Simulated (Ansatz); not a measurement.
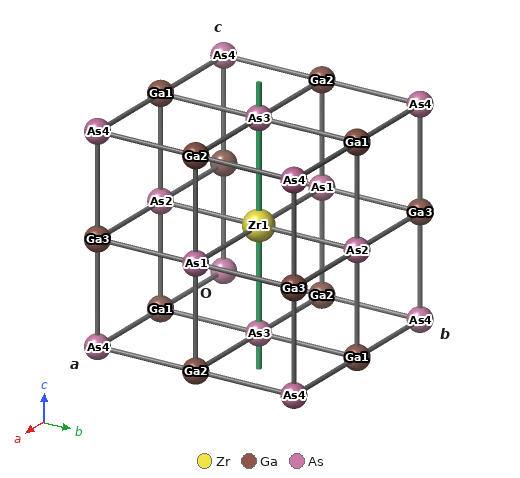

For ZrGa₃As₄, the input geometry of an electronic-structure calculation (not necessarily at equilibrium); the starting structure was generated, so it need not be a known form of this composition: the coloured rod is the axis of a symmetry operation of the crystal. The drawing is computed from the coordinates (standard cell, symmetry found to 0.002 Å).

a = 5.471 Å, b = 5.471 Å, c = 5.471 Å, α = 90.00°, β = 90.00°, γ = 90.00°.

```
atom       x       y       z
 Zr1  0.5000  0.5000  0.5000
 Ga1  0.5000  0.0000  0.0000
 Ga2  0.0000  0.5000  0.0000
 Ga3  0.0000  0.0000  0.5000
 As1  0.0000  0.5000  0.5000
 As2  0.5000  0.0000  0.5000
 As3  0.5000  0.5000  0.0000
 As4  0.0000  0.0000  0.0000
```

Take the operation x, y, z → y, −x+1, z.

**What kind of operation is it, and where does it lie?**

It is a 4-fold rotation, about the line along [0 0 1] through (1/2, 1/2, 1/2).

**Onto which atom does it carry each atom (up to whole multiples of a, b and c)?**

Zr1 → Zr1, Ga1 → Ga2, Ga2 → Ga1, Ga3 → Ga3, As1 → As2, As2 → As1, As3 → As3, As4 → As4.
